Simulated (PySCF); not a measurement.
# SiH3F (SMILES F[SiH3]) at CCSD(T)/STO-3G

Aim: the energy change on altering one bond length of SiH3F at CCSD(T)/STO-3G, from 2 runs. The job is set up through a Python script.

The results are computed with PySCF 2.14.0.

9 further runs of the same task are left out: 3 that didn't finish, 6 set aside as unsound or not needed.

## (1) The system as given

SiH3F has 5 atoms, charge 0, and is taken as a singlet. As SMILES, `F[SiH3]`. The shape is that of a PBE0-D4/def2-TZVP optimisation.

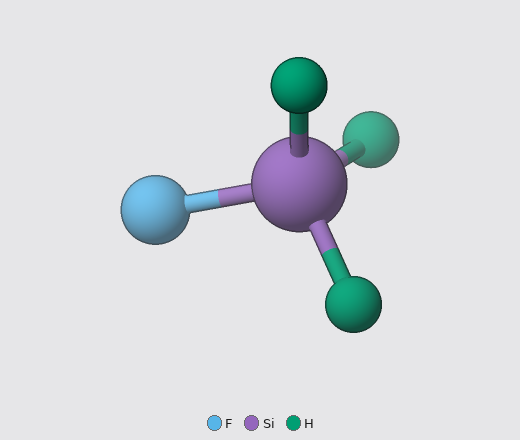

The structure, seen from a chosen angle (fluorine blue, silicon purple, hydrogen teal).

## (2) The energy at CCSD(T)/STO-3G

input.xyz

```xyz
5

F     -1.274600     0.162800     0.858000
Si     0.043300    -0.019300    -0.030700
H     -0.367800    -0.192600    -1.443700
H      0.768600    -1.217900     0.451600
H      0.880500     1.193400     0.123400
```

input.py

```python
from pyscf import gto, cc

system = gto.M(
    atom='input.xyz',
    verbose=4,
    basis='sto-3g',
    charge=0,
    max_memory=1860,
)

mf = system.RHF()
mf.conv_tol = 1e-10
mf.kernel()
if not mf.converged:
    mf = mf.newton().run(mf.mo_coeff, mf.mo_occ)

mycc = cc.CCSD(mf, frozen=6)
mycc.kernel()
e_t = mycc.ccsd_t()
energy = mycc.e_tot + e_t
print('E(%s) = %.9f' % ('CCSD(T)', energy))
```

Run with:

```
OMP_NUM_THREADS=1 python input.py
```

Output:

```text
PySCF version 2.14.0

[... 53 lines left out ...]
converged SCF energy = -385.385473818314
[... 12 lines left out ...]
Init t2, MP2 energy = -385.44135498453  E_corr(MP2) -0.0558811662153862
[... 10 lines left out ...]
CCSD converged
[... 2 lines left out ...]
E(CCSD(T)) = -385.465442905
```

Run time: 1.2 s. Hardware: 1 thread of Arm Neoverse N1, shared host; peak memory 0.12 GiB.

## (3) The distorted shape, same level

input.py

```python
from pyscf import gto, cc

system = gto.Mole()
system.atom = '''
F     -2.725080    -0.150715     1.563140
Si    -0.234609    -0.494834    -0.116260
H     -1.011476    -0.822324    -2.786443
H      1.136009    -2.759860     0.795155
H      1.663904     2.255199     0.233192
'''
system.basis = 'sto-3g'
system.unit = 'bohr'
system.verbose = 4
system.max_memory = 1860
system.spin = 0
system.build()

mf = system.RHF()
mf.conv_tol = 1e-10
mf.kernel()
if not mf.converged:
    mf = mf.newton().run(mf.mo_coeff, mf.mo_occ)

mycc = cc.CCSD(mf, frozen=6)
mycc.kernel()
e_t = mycc.ccsd_t()
e_tot = mycc.e_tot + e_t
print('E(%s) = %.9f' % ('CCSD(T)', e_tot))
```

Run with:

```
OMP_NUM_THREADS=1 python input.py
```

Output:

```text
PySCF version 2.14.0

[... 55 lines left out ...]
converged SCF energy = -385.341042734702
[... 12 lines left out ...]
Init t2, MP2 energy = -385.403841223736  E_corr(MP2) -0.062798489034614
[... 10 lines left out ...]
CCSD converged
[... 2 lines left out ...]
E(CCSD(T)) = -385.433039048
```

Run time: 1.5 s. Hardware: 1 thread of Arm Neoverse N1, shared host; peak memory 0.12 GiB.

## (4) What came out

At CCSD(T)/STO-3G, 6 core orbitals frozen:

```
                                                          quantity          value
                                         first shape: total energy  -385.46544 Eh
                 first shape: dipole moment (Hartree–Fock density)         1.04 D
                  first shape: HOMO energy (Hartree–Fock orbitals)      -10.43 eV
                  first shape: LUMO energy (Hartree–Fock orbitals)       13.48 eV
                first shape: HOMO–LUMO gap (Hartree–Fock orbitals)       23.91 eV
          first shape: correlation energy (6 core orbitals frozen)      -80.0 mEh
                                       first shape: (T) correction      -1.76 mEh
                                        first shape: T1 diagnostic          0.008
                                     distorted shape: total energy  -385.43304 Eh
             distorted shape: dipole moment (Hartree–Fock density)         0.97 D
              distorted shape: HOMO energy (Hartree–Fock orbitals)       -9.48 eV
              distorted shape: LUMO energy (Hartree–Fock orbitals)       10.11 eV
            distorted shape: HOMO–LUMO gap (Hartree–Fock orbitals)       19.59 eV
      distorted shape: correlation energy (6 core orbitals frozen)      -92.0 mEh
                                   distorted shape: (T) correction      -2.21 mEh
                                    distorted shape: T1 diagnostic          0.009
energy change with the Si2–H5 bond stretched from 1.482 to 1.778 Å       0.882 eV
```

What this shows: With the Si2–H5 bond stretched from 1.482 to 1.778 Å the energy rises by 0.88 eV (85.1 kJ/mol). The first shape isn't relaxed at this level, so the change isn't measured from a minimum. The minimal basis adds a large error of its own. Mulliken charges (first shape) of the mean-field density run from -0.33 on F1 to +0.82 on Si2; they depend strongly on the basis. The triples (first shape) make up 2.2 % of the correlation energy. The triples (distorted shape) make up 2.4 % of the correlation energy.
